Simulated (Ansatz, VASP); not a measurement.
## LaMoP2N: VASP beside Ansatz

One calculation is typed for both programs; each brings its own data sets and cutoff. How far apart do they land? The cell is invented: As first built, before any earlier steps moved the atoms: it takes the LaMoN3 structure with some of its atoms replaced by other elements, volume scaled by an estimate. It may not be a known or stable phase. The cell comes out of the VASP series on this material, whose earlier steps may have relaxed, scaled or displaced it; both programs get it as it stands.

Method: plane waves, with VASP 6.6.1 beside it; relaxation of cell and atoms at PBEsol, in Ansatz 0.2.0.

## (1) Set-up

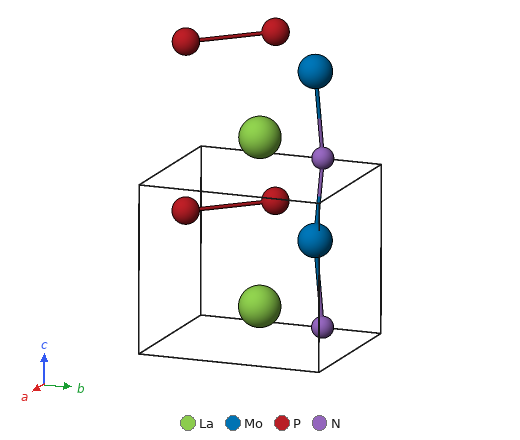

Start, viewed slightly off an axis; lanthanum green, molybdenum blue, phosphorus red, nitrogen purple. 1×1×2 cells are drawn.

## (2) Ansatz: relaxation of cell and atoms, PBEsol

Ansatz runs on its default PAW (the set named soft_2) files.

The relaxed volume is the usual yardstick between codes: its relative difference is about their pressure difference at one cell divided by the bulk modulus.

input.yaml

```yaml
crystal:
  lattice:
    - [4.8148504843, 0.4995944202, 0.0231541728]
    - [0.4610181696, 4.6199177609, 0.0064853225]
    - [-0.038116507, -0.0016126788, 3.8976510867]
  atoms:
    - { symbol: La, position: [0.6107034184, 0.5367998904, 0.2504286813] }
    - { symbol: Mo, position: [0.9602100926, 0.9642062882, 0.7672051884] }
    - { symbol: P, position: [0.0954679843, 0.4457007369, 0.7461280049] }
    - { symbol: P, position: [0.4358259115, 0.064840888, 0.7252512437] }
    - { symbol: "N", position: [0.9076525933, 0.9881931966, 0.2448408817] }
hamiltonian:
  xc: pbesol
  pseudopotentials: { kind: paw }
kpoints:
  mp_grid: { grid: [4, 4, 5] }
scf:
  occupations: { method: gaussian, width: 0.05 }
relax:
  f_tol: 0.01
  max_steps: 60
  cell: { stress_tol: 0.05 }
output:
  forces: true
  stress: true
```

On the command line:

```
$ ansatz run input.yaml --threads 4 --pin off --max-ram 9216MiB --backend cpu --events-out ev --progress --plain --runs-dir out
```

Numbers of over 12 decimals in the logs are rounded to 6 here.

The log of the run:

```text
Engine: ansatz 0.2.0, aarch64-unknown-linux-gnu
Pseudopotentials: kind: paw
Pseudopotential: La, paw, valence charge 11, recommended cutoff 420 eV (normal), La.paw.azcp
Pseudopotential: Mo, paw, valence charge 14, recommended cutoff 420 eV (normal), Mo.paw.azcp
Pseudopotential: P, paw, valence charge 5, recommended cutoff 420 eV (normal), P.paw.azcp
Pseudopotential: N, paw, valence charge 5, recommended cutoff 420 eV (normal), N.paw.azcp
Functional definition: PBEsol
  exchange = pbesol_x
  correlation = pbesol_c
Crystal: 5 atoms, lattice volume = 85.806 Å³
Basis set: ecut = 420 eV, 1659 PW (Γ), exchange–correlation on 72×64×54 points (8 copies of the dense FFT grid, shifted against one another)
Bands: 25, of which v1, the nominal top of the filled ones, is band 20 counted from 1 (19 counted from 0)
Symmetry: 1 space group operations
Space group: P1 (ITA 1), of the structure as read, at distance tolerance 4.4e-5 Å
k-points: 42 of 80 (time reversal used)
Non-local potential: La, projectors of the file, l = 0: 3, l = 1: 2, l = 2: 2, l = 3: 3
Non-local potential: Mo, projectors of the file, l = 0: 3, l = 1: 2, l = 2: 2, l = 3: 1
Non-local potential: P, projectors of the file, l = 0: 2, l = 1: 2, l = 2: 2
Non-local potential: N, projectors of the file, l = 0: 2, l = 1: 2, l = 2: 1
PAW form: soft (Blöchl's): semilocal exchange-correlation on the pseudo side does not see the compensation charge
PAW frozen core: La, regenerated for the run's functional, and the local potential with it (the file was generated under x = pbe(κ = 0.804, μ = 0.219515), c = pbe(β = 0.066725))
PAW frozen core: Mo, regenerated for the run's functional, and the local potential with it (the file was generated under x = pbe(κ = 0.804, μ = 0.219515), c = pbe(β = 0.066725))
PAW frozen core: P, regenerated for the run's functional, and the local potential with it (the file was generated under x = pbe(κ = 0.804, μ = 0.219515), c = pbe(β = 0.066725))
PAW frozen core: N, regenerated for the run's functional, and the local potential with it (the file was generated under x = pbe(κ = 0.804, μ = 0.219515), c = pbe(β = 0.066725))
PAW one-centre angular grid: La, 590 points (default); XC on 64 Gauss nodes
PAW one-centre angular grid: Mo, 590 points (default); XC on 64 Gauss nodes
PAW one-centre angular grid: P, 110 points (default); XC on 64 Gauss nodes
PAW one-centre angular grid: N, 110 points (default); XC on 64 Gauss nodes
Initial density: superposition of atomic densities (neutral atoms: chi_scale 0, normalization atom), corrected by the library's trained network
Initial wavefunctions: pseudopotential atomic-orbital guess
Functional: x = pbesol(κ = 0.804, μ = 0.123457), c = pbesol(β = 0.046)
SCF iter   1: F=—  HF=-12921.249402 eV  |F-HF|=—  |Δ(HF+E_count)|=         —  Δρ=1.09e-2  dr2=1.42e-1  ethr=1.77e-3  ⟨swp⟩=6.5  Hψ=5237  notcnv=0
preconditioner: auto → Kerker (q_TF=auto, 2.402 Å⁻¹)  [metal: Δε(μ)=0.039 eV  Ē_g=9.177 eV  σ=0.050 eV  W_gap=0.39  n_scr=22 (ndim 8)  ℏωp=22.0 eV  f_vac=0.000  D(μ)=0.78/eV (n_scr^D=0)]
SCF iter   2: F=—  HF=-12921.226031 eV  |F-HF|=—  |Δ(HF+E_count)|=   2.34e-2  Δρ=5.29e-3  dr2=3.10e-2  ethr=3.54e-4  ⟨swp⟩=2.6  Hψ=1618  notcnv=0  defer=30
preconditioner: auto → Resta (q_TF=auto, 2.402 Å⁻¹)  ε∞=6.7  [insulator: Δε(μ)=0.244 eV  Ē_g=9.201 eV  σ=0.050 eV  W_gap=0.64  n_scr=22 (ndim 8)  ℏωp=22.0 eV  f_vac=0.000  D(μ)=0.85/eV (n_scr^D=2)  ε∞_Penn≈6.7]
SCF iter   3: F=—  HF=-12921.219519 eV  |F-HF|=—  |Δ(HF+E_count)|=   6.51e-3  Δρ=9.95e-4  dr2=1.22e-3  ethr=7.75e-5  ⟨swp⟩=2.3  Hψ=1647  notcnv=0  defer=30
SCF iter   4: F=—  HF=-12921.219384 eV  |F-HF|=—  |Δ(HF+E_count)|=   1.36e-4  Δρ=2.59e-4  dr2=9.75e-5  ethr=3.06e-6  ⟨swp⟩=2.2  Hψ=1604  notcnv=0  defer=30
SCF iter   5: F=—  HF=-12921.219374 eV  |F-HF|=—  |Δ(HF+E_count)|=   9.83e-6  Δρ=8.16e-5  dr2=7.86e-6  ethr=2.44e-7  ⟨swp⟩=2.1  Hψ=1560  notcnv=0  defer=30
SCF iter   6: F=—  HF=-12921.219373 eV  |F-HF|=—  |Δ(HF+E_count)|=   4.21e-7  Δρ=1.89e-5  dr2=4.02e-7  ethr=1.96e-8  ⟨swp⟩=2.0  Hψ=1550  notcnv=0  defer=30
SCF iter   7: F=-12921.219373 eV  HF=-12921.219373 eV  |F-HF|=2.95e-10  |Δ(HF+E_count)|=   5.54e-9  Δρ=3.11e-6  dr2=8.61e-9  ethr=2.50e-10  ⟨swp⟩=5.1  Hψ=4307  notcnv=0
SCF 1 converged in 7 iterations: F = -12921.219373 eV  dr2 = 8.61e-9
  greatest PAW one-centre occupation: 0.999 electrons in one spin orbital (limit 2), on the Mo atom at site 1 (counted from 0), in its partial waves of l = 0
relax step   1: F+E_penalty+E_count = -12921.21937331 eV  Δ(F+E_penalty+E_count) = +0.000e0 eV  max|allowed force component| = 8.272e-2 eV/Å  Δτ_max = 0.0000 Å  P = +0.046 GPa  Ω = 85.806 Å³  (7 SCF iters, dr2 threshold 1.00e-7 eV, accepted)
[... from here on, the SCF cycles and remarks between the steps are left out ...]
relax step   2: F+E_penalty+E_count = -12921.22060339 eV  Δ(F+E_penalty+E_count) = -1.230e-3 eV  max|allowed force component| = 1.020e-1 eV/Å  Δτ_max = 0.0134 Å  P = +0.004 GPa  Ω = 85.854 Å³  energy of the carried Pulay correction = -3.760e-5 eV  (6 SCF iters, dr2 threshold 5.00e-7 eV, accepted)
relax step   3: F+E_penalty+E_count = -12921.22171632 eV  Δ(F+E_penalty+E_count) = -1.113e-3 eV  max|allowed force component| = 1.007e-1 eV/Å  Δτ_max = 0.0106 Å  P = -0.081 GPa  Ω = 85.873 Å³  energy of the carried Pulay correction = -5.278e-5 eV  (6 SCF iters, dr2 threshold 5.00e-7 eV, accepted)
relax step   4: F+E_penalty+E_count = -12921.22257941 eV  Δ(F+E_penalty+E_count) = -8.631e-4 eV  max|allowed force component| = 8.974e-2 eV/Å  Δτ_max = 0.0063 Å  P = +0.020 GPa  Ω = 85.823 Å³  energy of the carried Pulay correction = -1.295e-5 eV  (6 SCF iters, dr2 threshold 5.00e-7 eV, accepted)
relax step   5: F+E_penalty+E_count = -12921.22457844 eV  Δ(F+E_penalty+E_count) = -1.999e-3 eV  max|allowed force component| = 5.671e-2 eV/Å  Δτ_max = 0.0239 Å  P = -0.031 GPa  Ω = 85.922 Å³  energy of the carried Pulay correction = -9.191e-5 eV  (6 SCF iters, dr2 threshold 5.00e-7 eV, accepted)
relax step   6: F+E_penalty+E_count = -12921.22549849 eV  Δ(F+E_penalty+E_count) = -9.200e-4 eV  max|allowed force component| = 5.148e-2 eV/Å  Δτ_max = 0.0155 Å  P = +0.160 GPa  Ω = 85.918 Å³  energy of the carried Pulay correction = -8.872e-5 eV  (6 SCF iters, dr2 threshold 2.25e-7 eV, accepted)
relax step   7: F+E_penalty+E_count = -12921.22592137 eV  Δ(F+E_penalty+E_count) = -4.229e-4 eV  max|allowed force component| = 3.167e-2 eV/Å  Δτ_max = 0.0108 Å  P = +0.037 GPa  Ω = 86.045 Å³  energy of the carried Pulay correction = -1.894e-4 eV  (6 SCF iters, dr2 threshold 4.67e-7 eV, accepted)
relax step   8: F+E_penalty+E_count = -12921.22589754 eV  Δ(F+E_penalty+E_count) = +2.382e-5 eV  max|allowed force component| = 3.130e-2 eV/Å  Δτ_max = 0.0086 Å  P = -0.006 GPa  Ω = 86.095 Å³  energy of the carried Pulay correction = -2.293e-4 eV  (6 SCF iters, dr2 threshold 6.27e-8 eV, accepted)
relax step   9: F+E_penalty+E_count = -12921.22599571 eV  Δ(F+E_penalty+E_count) = -9.816e-5 eV  max|allowed force component| = 9.342e-3 eV/Å  Δτ_max = 0.0041 Å  P = -0.047 GPa  Ω = 86.134 Å³  energy of the carried Pulay correction = -2.601e-4 eV  (6 SCF iters, dr2 threshold 6.12e-8 eV, accepted)
relax step  10: F+E_penalty+E_count = -12921.22605534 eV  Δ(F+E_penalty+E_count) = -5.964e-5 eV  max|allowed force component| = 4.524e-3 eV/Å  Δτ_max = 0.0025 Å  P = -0.005 GPa  Ω = 86.100 Å³  energy of the carried Pulay correction = -2.333e-4 eV  (6 SCF iters, dr2 threshold 2.21e-8 eV, accepted)
relax step  11: F+E_penalty+E_count = -12921.22644868 eV  Δ(F+E_penalty+E_count) = -3.933e-4 eV  max|allowed force component| = 4.502e-3 eV/Å  Δτ_max = 0.0000 Å  P = +0.001 GPa  Ω = 86.100 Å³  stress off target by 3.57e-2 GPa  SCF on the basis re-selected at this cell (its energy is not comparable with the rows above)  (6 SCF iters)
basis re-selected at this cell: Δ(F+E_penalty+E_count) = -3.933e-4 eV, ΔP = +0.006 GPa vs the last step (what re-selecting the basis moved, of the pressure what is left beyond the Pulay correction that the steps carried, after the strain that the cell walked since its last selection, with what the two solves' SCF thresholds leave and, on support functions, any second-order correction that the steps lacked; it is no m [...]
SCF converged after 6 iterations
Free energy (F): -12921.226449 eV
Harris-Foulkes:  -12921.226449 eV  (|F-HF|=1.82e-12)
Internal energy: -12921.225429 eV  (E = F + TS)
E sigma→0 (E₀):  -12921.225939 eV
Entropy (-TS):   -0.001020 eV (-0.204 meV/atom)
Fermi energy:    12.743066 eV
--- Per-component energies (eV) ---
  E_band       = -120.052231
  E_kinetic    = 906.685523
  E_local      = -1978.545459  (includes V_loc(G=0)·N_el)
  E_nonlocal   = 356.944122
  E_hartree    = 707.995555
  E_xc         = -504.255749
  E_vxc        = -575.711493  (∫ρ·V_xc dr)
  E_paw        = -9704.015996  (= ΣΔE_a)
  E_vpaw       = -245.416186  (= ΣTr[D̂ρ^β])
  E_aug_tail   = 0.000148  (compensation charges beyond the density's cutoff)
  E_ewald      = -2706.532672
  E_core_change = 0.499100  (= ΣΔE_core)
  E_smearing   = -0.001020  (= −TS)
  E_closure    = -0.000000  (closes the sum)
  Σ components = -12921.226449   (vs F -12921.226449, Δ=0.00e0)
--- Forces (eV/Å), atoms counted from 1 ---
  atom   1  La    -0.00051986    -0.00024417     0.00354690
  atom   2  Mo     0.00244830     0.00353037     0.00039542
  atom   3  P      0.00187169    -0.00255248    -0.00186549
  atom   4  P     -0.00450199     0.00036805     0.00061950
  atom   5  N      0.00070178    -0.00110171    -0.00269631
  max |Σ_I F_I| component: 8.12e-8 eV/Å
--- Stress (GPa, compression-positive) ---
       -0.027695       0.016292       0.001765
        0.016292      -0.002235      -0.000843
        0.001765      -0.000843       0.034211
  P = ⅓ Tr σ = 0.0014 GPa (0.014 kbar)
--- Relaxed structure (10 steps of the walk, 10 accepted, 1 SCFs on fresh bases) ---
  F+E_penalty+E_count = -12921.22644868 eV   max|allowed force component| = 4.502e-3 eV/Å   (the final SCF, on the basis selected at the relaxed cell)
  cell:  # Å, volume = 86.0999 Å³
    - [4.771071, 0.539276, 0.021689]
    - [0.492626, 4.641955, 0.00366343]
    - [-0.038875, -0.00423816, 3.934660]
  atoms:
    - { symbol: La, position: [0.601622, 0.541301, 0.252807] }
    - { symbol: Mo, position: [0.960254, 0.963896, 0.781058] }
    - { symbol: P, position: [0.089775, 0.445627, 0.742519] }
    - { symbol: P, position: [0.438165, 0.064469, 0.711254] }
    - { symbol: N, position: [0.920043, 0.984448, 0.246216] }
```

The job ended after 23 s (4 threads of Arm Neoverse V2, shared host; peak memory 0.45 GiB).

[end of part 1 of 2]

[Lines on the potential files, build, host, timing and source positions are cut from VASP's logs without a mark.]

[Logs are printed without paths, hosts, clocks, repeated set-up lines and the standing remarks that a program may print on its own settings, such as how far it seeks lower states.]

[Hosts, paths, dates, database ids (printed as entryN), source tags and the programs' standing remarks are cut or masked in the printed files.]
